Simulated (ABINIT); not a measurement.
# GaP (F-43m): G0W0 with ABINIT, start to end, part 2 of 3

Wanted: ground state, empty states, screening and self-energy for GaP (F-43m).

ABINIT 10.8.3; PBE and many-body steps on it, plane waves. Known limits of the many-body steps: not at the basis limit; exchange with frozen shells missing; no spin-orbit coupling; coarse k mesh.

So far. Step 2 (Ground state): The gap is indirect, with the least direct gap 0.16 eV higher.

### 3. Bands along the symmetry lines

Level of this step: DFT, PBE, plane waves, norm-conserving pseudopotentials (ABINIT).

The cheap functional maps the bands first; the places of the edges decide which points the dearer methods must see.

run.abi

```
acell 3*1.0 Angstrom
rprim 
  0.000000000000 2.725250000000 2.725250000000
  2.725250000000 0.000000000000 2.725250000000
  2.725250000000 2.725250000000 0.000000000000
ntypat 2
znucl 31 15
natom 2
typat 1 2
xred 
  0.000000000000 0.000000000000 0.000000000000
  0.250000000000 0.250000000000 0.250000000000
pp_dirpath "pseudos"
pseudos "Ga.upf, P.upf"
ecut 36
iscf -2
irdden 1
kptopt 0
nkpt 50
kpt 
  0.00000000 0.00000000 0.00000000
  -0.06250000 -0.06250000 0.00000000
  -0.12500000 -0.12500000 0.00000000
  -0.18750000 -0.18750000 0.00000000
  -0.25000000 -0.25000000 0.00000000
  -0.31250000 -0.31250000 0.00000000
  -0.37500000 -0.37500000 0.00000000
  -0.43750000 -0.43750000 0.00000000
  -0.50000000 -0.50000000 0.00000000
  -0.48437500 -0.48437500 0.03125000
  -0.46875000 -0.46875000 0.06250000
  -0.45312500 -0.45312500 0.09375000
  -0.43750000 -0.43750000 0.12500000
  -0.42187500 -0.42187500 0.15625000
  -0.40625000 -0.40625000 0.18750000
  -0.39062500 -0.39062500 0.21875000
  -0.37500000 -0.37500000 0.25000000
  -0.37500000 0.00000000 0.37500000
  -0.32812500 0.00000000 0.32812500
  -0.28125000 0.00000000 0.28125000
  -0.23437500 0.00000000 0.23437500
  -0.18750000 0.00000000 0.18750000
  -0.14062500 0.00000000 0.14062500
  -0.09375000 0.00000000 0.09375000
  -0.04687500 0.00000000 0.04687500
  0.00000000 0.00000000 0.00000000
  0.00000000 0.00000000 0.06250000
  0.00000000 0.00000000 0.12500000
  0.00000000 0.00000000 0.18750000
  0.00000000 0.00000000 0.25000000
  0.00000000 0.00000000 0.31250000
  0.00000000 0.00000000 0.37500000
  0.00000000 0.00000000 0.43750000
  -0.00000000 -0.00000000 0.50000000
  -0.06250000 -0.03125000 0.46875000
  -0.12500000 -0.06250000 0.43750000
  -0.18750000 -0.09375000 0.40625000
  -0.25000000 -0.12500000 0.37500000
  -0.31250000 -0.15625000 0.34375000
  -0.37500000 -0.18750000 0.31250000
  -0.43750000 -0.21875000 0.28125000
  -0.50000000 -0.25000000 0.25000000
  -0.50000000 -0.28125000 0.21875000
  -0.50000000 -0.31250000 0.18750000
  -0.50000000 -0.34375000 0.15625000
  -0.50000000 -0.37500000 0.12500000
  -0.50000000 -0.40625000 0.09375000
  -0.50000000 -0.43750000 0.06250000
  -0.50000000 -0.46875000 0.03125000
  -0.50000000 -0.50000000 0.00000000
istwfk *1
nband 16
nbdbuf 2
tolwfr 1e-08
nstep 40
prtwf 0
prtvol 0
indata_prefix "in"
outdata_prefix "out"
tmpdata_prefix "tmp"
```

Run with:

```bash
OMP_NUM_THREADS=1 mpirun -n 4 abinit run.abi > log
```

Numbers of over 12 decimals in the logs are rounded to 6 here.

Output:

```text
.Version 10.8.3 of ABINIT. v10.8.2 released Aug 2026.

 Symmetries : space group F-4 3 m (#216); Bravais cF (face-center cubic)
[... echo of the input left out ...]
== DATASET  1 ==================================================================
-   mpi_nproc: 4, omp_nthreads: 1 (-1 if OMP is not activated)

--- !DatasetInfo
iteration_state: {dtset: 1, }
dimensions: {natom: 2, nkpt: 50, mband: 16, nsppol: 1, nspinor: 1, nspden: 1, mpw: 2838, }
cutoff_energies: {ecut:  36.0, pawecutdg:  -1.0, }
electrons: {nelect:   1.80000000E+01, charge:   0.00000000E+00, occopt:   1.00000000E+00, tsmear:   1.00000000E-02, }

 Real(R)+Recip(G) space primitive vectors, cartesian coordinates (Bohr,Bohr^-1):
 R(1)=  0.0000000  5.1499761  5.1499761  G(1)= -0.0970878  0.0970878  0.0970878
 R(2)=  5.1499761  0.0000000  5.1499761  G(2)=  0.0970878 -0.0970878  0.0970878
 R(3)=  5.1499761  5.1499761  0.0000000  G(3)=  0.0970878  0.0970878 -0.0970878
 Unit cell volume ucvol=  2.7317795E+02 bohr^3
 Angles (23,13,12)=  6.00000000E+01  6.00000000E+01  6.00000000E+01 degrees

 getcut: wavevector=  0.0000  0.0000  0.0000  ngfft=  40  40  40
         ecut(hartree)=     36.000   => boxcut(ratio)=   2.03340

--- Pseudopotential description ------------------------------------------------
- Ga Generated using ONCVPSP code by D. R. Hamann
- 31.00000  13.00000  171031                  znucl, zion, pspdat
12 -101130 2 -1 1902                          pspcod,pspxc,lmax,lloc,mmax
     nproj     2     2     2
  pspatm : epsatm=   24.69408211
         --- l  ekb(1:nproj) -->
             0    7.029782    1.144675
             1    6.805229    1.288163
             2   -8.378254   -2.820764
 pspatm: atomic psp has been read  and splines computed

- P Generated using ONCVPSP code by D. R. Hamann
- 15.00000   5.00000  171031                  znucl, zion, pspdat
12 -101130 2 -1 1298                          pspcod,pspxc,lmax,lloc,mmax
     nproj     2     2     2
  pspatm : epsatm=    8.05910421
         --- l  ekb(1:nproj) -->
[...]
pspatm: atomic psp has been read  and splines computed

--------------------------------------------------------------------------------

================================================================================
 prteigrs : about to open file out_EIG
 Non-SCF case, kpt    1 (  0.00000  0.00000  0.00000), residuals and eigenvalues=
  3.83E-09  6.02E-09  2.17E-09  5.46E-09  7.14E-09  2.29E-09  3.97E-09  6.16E-09
  9.12E-09  5.83E-09  2.84E-09  4.97E-09  9.17E-09  2.99E-09  2.25E-06  1.53E-06
 -3.7540E-01 -3.7540E-01 -3.7540E-01 -3.7183E-01 -3.7183E-01 -2.9902E-01
  1.6012E-01  1.6012E-01  1.6012E-01  2.2689E-01  3.0296E-01  3.0296E-01
  3.0296E-01  4.8389E-01  5.1759E-01  5.1759E-01
 Non-SCF case, kpt    2 ( -0.06250 -0.06250  0.00000), residuals and eigenvalues=
  8.14E-09  5.96E-09  7.80E-09  4.25E-09  6.24E-09  2.18E-09  7.89E-09  5.26E-09
[...]
-3.7563E-01 -3.7532E-01 -3.7532E-01 -3.7188E-01 -3.7180E-01 -2.9652E-01
[...]
3.1278E-01  4.9421E-01  4.9794E-01  5.1983E-01
 Non-SCF case, kpt    3 ( -0.12500 -0.12500  0.00000), residuals and eigenvalues=
[...]
3.3762E-01  4.5741E-01  5.2651E-01  5.3018E-01
[...]
Non-SCF case, kpt   49 ( -0.50000 -0.46875  0.03125), residuals and eigenvalues=
[...]
Non-SCF case, kpt   50 ( -0.50000 -0.50000  0.00000), residuals and eigenvalues=
[...]
-3.7971E-01 -3.7315E-01 -3.7301E-01 -3.7301E-01 -3.7104E-01 -1.9013E-01
 -8.8115E-02  6.1534E-02  6.1534E-02  2.2085E-01  2.2709E-01  5.4873E-01
[...]
--- !ResultsGS
iteration_state: {dtset: 1, }
comment   : Summary of ground state results
lattice_vectors:
- [  0.0000000,   5.1499761,   5.1499761, ]
- [  5.1499761,   0.0000000,   5.1499761, ]
- [  5.1499761,   5.1499761,   0.0000000, ]
lattice_lengths: [   7.28317,    7.28317,    7.28317, ]
lattice_angles: [ 60.000,  60.000,  60.000, ] # degrees, (23, 13, 12)
lattice_volume:   2.7317795E+02
convergence: {deltae:  0.000E+00, res2:  0.000E+00, residm:  9.976E-09, diffor:  0.000E+00, }
etotal    :  -8.34276425E+01
entropy   :   0.00000000E+00
fermie    :   1.60120980E-01
cartesian_stress_tensor: null
pressure_GPa: null
xred      :
- [  0.0000E+00,   0.0000E+00,   0.0000E+00, Ga]
- [  2.5000E-01,   2.5000E-01,   2.5000E-01,  P]
cartesian_forces: null
force_length_stats: {min: null, max: null, mean: null, }

 Integrated electronic density in atomic spheres:
 ------------------------------------------------
 Atom  Sphere_radius  Integrated_density
[...]
================================================================================

 ----iterations are completed or convergence reached----

 Mean square residual over all n,k,spin=   54.907E-10; max=  99.761E-10
 reduced coordinates (array xred) for    2 atoms
       0.000000000000      0.000000000000      0.000000000000
       0.250000000000      0.250000000000      0.250000000000

 cartesian coordinates (angstrom) at end:
    1      0.000000     0.000000     0.000000
    2      1.362625     1.362625     1.362625
 length scales=  1.889726125908  1.889726125908  1.889726125908 bohr
              =  1.000000000000  1.000000000000  1.000000000000 angstroms
 prteigrs : about to open file out_EIG
 Eigenvalues (hartree) for nkpt=  50  k points:
 kpt#   1, nband= 16, wtk=  1.00000, kpt=  0.0000  0.0000  0.0000 (reduced coord)
[...]
kpt#   2, nband= 16, wtk=  1.00000, kpt= -0.0625 -0.0625  0.0000 (reduced coord)
[...]
kpt#   3, nband= 16, wtk=  1.00000, kpt= -0.1250 -0.1250  0.0000 (reduced coord)
[...]
kpt#  49, nband= 16, wtk=  1.00000, kpt= -0.5000 -0.4687  0.0313 (reduced coord)
[...]
kpt#  50, nband= 16, wtk=  1.00000, kpt= -0.5000 -0.5000  0.0000 (reduced coord)
  -0.37971   -0.37315   -0.37301   -0.37301   -0.37104   -0.19013   -0.08812    0.06153
   0.06153    0.22085    0.22709    0.54873    0.54873    0.57118    0.61281    0.63428

== END DATASET(S) ==============================================================
================================================================================

 -outvars: echo values of variables after computation  --------
            nband          16
             nkpt          50
          spgroup         216
 [... the other variables as echoed above ...]

 Calculation completed.
```

Wall time 10 s (4 MPI ranks of Arm Neoverse V2, shared host); peak memory 0.28 GiB; 41 s of CPU time.

Numbers from this step:

```
gap                        : 1.593 eV
k of the valence top       : 0, 0, 0
k of the conduction bottom : -0.4375, -0.4375, 0
least direct gap           : 1.817 eV
```

The gap is 1.593 eV, −0.060 eV from the run before at this level.

The electronic bands at the labelled points (eV, zero at the top of the highest filled band):

```csv
point,band 6,band 7,band 8,band 9,band 10,band 11,band 12,band 13
Γ,-12.49,0.00,0.00,0.00,1.82,3.89,3.89,3.89
X,-9.53,-6.75,-2.68,-2.68,1.65,1.82,10.57,10.57
U,-9.57,-6.55,-3.94,-2.25,2.19,4.80,8.23,8.26
jump to K,-9.57,-6.55,-3.94,-2.25,2.19,4.80,8.23,8.26
Γ,-12.49,0.00,0.00,0.00,1.82,3.89,3.89,3.89
L,-10.43,-6.63,-1.12,-1.12,1.67,4.72,4.72,8.29
W,-9.44,-6.55,-3.58,-3.42,4.70,4.86,6.10,6.15
X,-9.53,-6.75,-2.68,-2.68,1.65,1.82,10.57,10.57
```

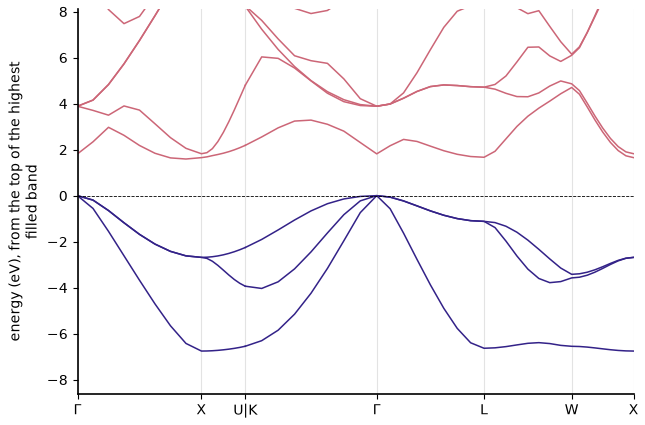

Electronic bands along the path; lines of filled and empty bands in two colours.

### 4. Empty states on the mesh, 4×4×4 mesh, 50 bands

The sums over transitions need many empty states on a uniform mesh; this step solves for them.

run.abi

```
acell 3*1.0 Angstrom
rprim 
  0.000000000000 2.725250000000 2.725250000000
  2.725250000000 0.000000000000 2.725250000000
  2.725250000000 2.725250000000 0.000000000000
ntypat 2
znucl 31 15
natom 2
typat 1 2
xred 
  0.000000000000 0.000000000000 0.000000000000
  0.250000000000 0.250000000000 0.250000000000
pp_dirpath "pseudos"
pseudos "Ga.upf, P.upf"
ecut 36
ngkpt 4 4 4
nshiftk 1
shiftk 0 0 0
kptopt 1
chksymbreak 0
iscf -2
irdden 1
istwfk *1
nband 50
nbdbuf 4
tolwfr 1e-09
nstep 60
prtvol 0
indata_prefix "in"
outdata_prefix "out"
tmpdata_prefix "tmp"
```

Output:

```text
.Version 10.8.3 of ABINIT. v10.8.2 released Aug 2026.

 Symmetries : space group F-4 3 m (#216); Bravais cF (face-center cubic)
[... echo of the input left out ...]
== DATASET  1 ==================================================================
-   mpi_nproc: 4, omp_nthreads: 1 (-1 if OMP is not activated)

--- !DatasetInfo
iteration_state: {dtset: 1, }
dimensions: {natom: 2, nkpt: 8, mband: 50, nsppol: 1, nspinor: 1, nspden: 1, mpw: 2832, }
cutoff_energies: {ecut:  36.0, pawecutdg:  -1.0, }
electrons: {nelect:   1.80000000E+01, charge:   0.00000000E+00, occopt:   1.00000000E+00, tsmear:   1.00000000E-02, }

 Real(R)+Recip(G) space primitive vectors, cartesian coordinates (Bohr,Bohr^-1):
 R(1)=  0.0000000  5.1499761  5.1499761  G(1)= -0.0970878  0.0970878  0.0970878
 R(2)=  5.1499761  0.0000000  5.1499761  G(2)=  0.0970878 -0.0970878  0.0970878
 R(3)=  5.1499761  5.1499761  0.0000000  G(3)=  0.0970878  0.0970878 -0.0970878
 Unit cell volume ucvol=  2.7317795E+02 bohr^3
 Angles (23,13,12)=  6.00000000E+01  6.00000000E+01  6.00000000E+01 degrees

 getcut: wavevector=  0.0000  0.0000  0.0000  ngfft=  40  40  40
         ecut(hartree)=     36.000   => boxcut(ratio)=   2.03340

--- Pseudopotential description ------------------------------------------------
- Ga Generated using ONCVPSP code by D. R. Hamann
- 31.00000  13.00000  171031                  znucl, zion, pspdat
12 -101130 2 -1 1902                          pspcod,pspxc,lmax,lloc,mmax
     nproj     2     2     2
  pspatm : epsatm=   24.69408211
         --- l  ekb(1:nproj) -->
             0    7.029782    1.144675
             1    6.805229    1.288163
             2   -8.378254   -2.820764
 pspatm: atomic psp has been read  and splines computed

- P Generated using ONCVPSP code by D. R. Hamann
- 15.00000   5.00000  171031                  znucl, zion, pspdat
12 -101130 2 -1 1298                          pspcod,pspxc,lmax,lloc,mmax
     nproj     2     2     2
  pspatm : epsatm=    8.05910421
         --- l  ekb(1:nproj) -->
[...]
pspatm: atomic psp has been read  and splines computed

--------------------------------------------------------------------------------

================================================================================
 prteigrs : about to open file out_EIG
 Non-SCF case, kpt    1 (  0.00000  0.00000  0.00000), residuals and eigenvalues=
  2.54E-10  9.17E-10  9.70E-10  1.95E-10  6.31E-10  5.46E-10  2.00E-10  2.43E-10
  8.14E-10  2.89E-10  1.97E-10  2.90E-10  7.07E-10  3.40E-10  2.14E-10  2.50E-10
  1.40E-10  3.13E-10  5.63E-10  3.03E-10  1.54E-10  6.30E-10  8.50E-10  3.20E-10
[...]
6.08E-07  1.34E-05
 -3.7540E-01 -3.7540E-01 -3.7540E-01 -3.7183E-01 -3.7183E-01 -2.9902E-01
  1.6012E-01  1.6012E-01  1.6012E-01  2.2689E-01  3.0296E-01  3.0296E-01
  3.0296E-01  4.8389E-01  5.1759E-01  5.1759E-01  6.1777E-01  6.1777E-01
[...]
1.6264E+00  1.7321E+00  1.7321E+00  1.7321E+00  1.7876E+00  1.8086E+00
  1.8086E+00  1.8086E+00  1.8272E+00  1.8272E+00  1.8272E+00  1.8516E+00
  1.8516E+00  1.8516E+00
 prteigrs : prtvol=0 or 1, do not print more k-points.

--- !ResultsGS
iteration_state: {dtset: 1, }
comment   : Summary of ground state results
lattice_vectors:
- [  0.0000000,   5.1499761,   5.1499761, ]
- [  5.1499761,   0.0000000,   5.1499761, ]
- [  5.1499761,   5.1499761,   0.0000000, ]
lattice_lengths: [   7.28317,    7.28317,    7.28317, ]
lattice_angles: [ 60.000,  60.000,  60.000, ] # degrees, (23, 13, 12)
lattice_volume:   2.7317795E+02
convergence: {deltae:  0.000E+00, res2:  0.000E+00, residm:  9.934E-10, diffor:  0.000E+00, }
etotal    :  -8.34276425E+01
entropy   :   0.00000000E+00
fermie    :   1.60120980E-01
cartesian_stress_tensor: null
pressure_GPa: null
xred      :
- [  0.0000E+00,   0.0000E+00,   0.0000E+00, Ga]
- [  2.5000E-01,   2.5000E-01,   2.5000E-01,  P]
cartesian_forces: null
force_length_stats: {min: null, max: null, mean: null, }

 Integrated electronic density in atomic spheres:
 ------------------------------------------------
 Atom  Sphere_radius  Integrated_density
[...]
================================================================================

 ----iterations are completed or convergence reached----

 Mean square residual over all n,k,spin=   46.249E-11; max=  99.337E-11
 reduced coordinates (array xred) for    2 atoms
       0.000000000000      0.000000000000      0.000000000000
       0.250000000000      0.250000000000      0.250000000000

 cartesian coordinates (angstrom) at end:
    1      0.000000     0.000000     0.000000
    2      1.362625     1.362625     1.362625
 length scales=  1.889726125908  1.889726125908  1.889726125908 bohr
              =  1.000000000000  1.000000000000  1.000000000000 angstroms
 prteigrs : about to open file out_EIG
 Eigenvalues (hartree) for nkpt=   8  k points:
 kpt#   1, nband= 50, wtk=  0.01563, kpt=  0.0000  0.0000  0.0000 (reduced coord)
[...]
1.59224    1.59224    1.62637    1.62637    1.62637    1.73208    1.73208    1.73208
   1.78756    1.80857    1.80857    1.80857    1.82721    1.82721    1.82721    1.85157
   1.85158    1.85161
 prteigrs : prtvol=0 or 1, do not print more k-points.

== END DATASET(S) ==============================================================
================================================================================

 -outvars: echo values of variables after computation  --------
            nband          50
             nkpt           8
          spgroup         216
 [... the other variables as echoed above ...]

 Calculation completed.
```

It took 7.4 s on 4 MPI ranks; peak memory 0.26 GiB.

This step gave:

| Quantity | Value |
| --- | --- |
| gap | 1.653 eV |
| k of the valence top | 0, 0, 0 |
| k of the conduction bottom | 0.5, 0.5, 0 |
| least direct gap | 1.817 eV |
| k points computed | 8 |
| lowest point of the top converged band, above the valence top | 45.23 eV |

On this mesh the gap is 1.653 eV.

### 5. Screening, 4×4×4 mesh, 46 bands, screening to 106.1 eV

The RPA dielectric matrix is built and inverted for each q.

This step: RPA screening on PBE, plane waves, norm-conserving pseudopotentials.

run.abi: that of step 4 with these lines changed.

```diff
@@ -20,10 +20,11 @@
 chksymbreak 0
-iscf -2
-irdden 1
 istwfk *1
-nband 50
-nbdbuf 4
-tolwfr 1e-09
-nstep 60
-prtvol 0
+occopt 1
+irdwfk 1
+optdriver 3
+nband 46
+ecuteps 3.9
+inclvkb 2
+awtr 1
+symchi 1
 indata_prefix "in"
```

Output:

```text
.Version 10.8.3 of ABINIT. v10.8.2 released Aug 2026.

 Symmetries : space group F-4 3 m (#216); Bravais cF (face-center cubic)
[... echo of the input left out ...]
== DATASET  1 ==================================================================
-   mpi_nproc: 4, omp_nthreads: 1 (-1 if OMP is not activated)

--- !DatasetInfo
iteration_state: {dtset: 1, }
dimensions: {natom: 2, nkpt: 8, mband: 46, nsppol: 1, nspinor: 1, nspden: 1, mpw: 2832, }
cutoff_energies: {ecut:  36.0, pawecutdg:  -1.0, }
electrons: {nelect:   1.80000000E+01, charge:   0.00000000E+00, occopt:   1.00000000E+00, tsmear:   1.00000000E-02, }

 SCREENING: Calculation of the susceptibility and dielectric matrices

 Based on a program developped by R.W. Godby, V. Olevano, G. Onida, and L. Reining.
 Incorporated in ABINIT by V. Olevano, G.-M. Rignanese, and M. Torrent.
.Using double precision arithmetic ; gwpc =  8

[... cell and pseudopotentials left out ...]
--------------------------------------------------------------------------------

 ==== K-mesh for the wavefunctions ====
 Number of points in the irreducible wedge :     8
[... list of points left out ...]
 Together with 24 symmetry operations and time-reversal symmetry
 yields    64 points in the full Brillouin Zone.

 ==== Q-mesh for the screening function ====
 Number of points in the irreducible wedge :     8
[... list of points left out ...]
 Together with 24 symmetry operations and time-reversal symmetry
 yields    64 points in the full Brillouin Zone.

 setmesh: FFT mesh size selected  =    25x   25x   25
          total number of points  =        15625

 vcoul_init : cutoff-mode = AUXILIARY_FUNCTION
 q-points for optical limit:   1
     1)      0.000010    0.000020    0.000030

- screening: taking advantage of time-reversal symmetry
- Maximum band index for partially occupied states nbvw = 9
- Remaining bands to be divided among processors   nbcw = 37
- Number of bands treated by each node ~9

 Number of electrons calculated from density =   18.0000; Expected =   18.0000
 average of density, n =  0.065891
 r_s =    1.5359
 omega_plasma =   24.7610 [eV]

 calculating chi0 at frequencies [eV] :
  1    0.000000E+00    0.000000E+00
  2    0.000000E+00    2.476105E+01

--------------------------------------------------------------------------------
  q-point number  1        q = ( 0.000000, 0.000000, 0.000000) [r.l.u.]
--------------------------------------------------------------------------------
[... chi0 elements left out ...]
 For q-point:  0.000010 0.000020 0.000030
  dielectric constant =  18.0154
  dielectric constant without local fields =  19.5900

  Average fulfillment of the sum rule on Im[epsilon] for q-point    1 :     42.67  [%]
[... wings left out ...]
  q-point number  2        q = ( 0.250000, 0.000000, 0.000000) [r.l.u.]
--------------------------------------------------------------------------------
[... chi0 elements left out ...]
  Average fulfillment of the sum rule on Im[epsilon] for q-point    2 :     54.73  [%]

 [... 6 further q-points ...]
```

It took 5.2 s on 4 MPI ranks; peak memory 0.46 GiB.

Numbers from this step:

- ε∞ with local fields, on this mesh, along the program's q direction: 18.02
- the same without local fields: 19.59
- plasma frequency: 24.76 eV
- plane waves in the screening matrix: 113

Local fields lower ε∞ by 8 %. On a Γ-centred mesh this coarse the value itself is usually too large, while a short band sum pulls it down.

[end of part 2 of 3]

[Paths, hosts, dates, memory and timing lines, banners, echoed tables and standing remarks are left out of the program output.]

[Logs are printed without paths, hosts, clocks, repeated set-up lines and the standing remarks that a program may print on its own settings, such as how far it seeks lower states.]

[Runs of the session that timed out or met a known fault of the program may be left out.]

[Hosts, paths, dates, database ids (printed as entryN), source tags and the programs' standing remarks are cut or masked in the printed files.]

[G0W0 gaps are taken among the corrected bands and points alone; a level outside them can change the order at an edge.]

[Where Ansatz stands beside ABINIT at settings called matched, ABINIT's density can come from a denser mesh and the files from another edition; pairs whose starting gaps differed by over 0.03 eV were left out, so agreement reads better than it is.]
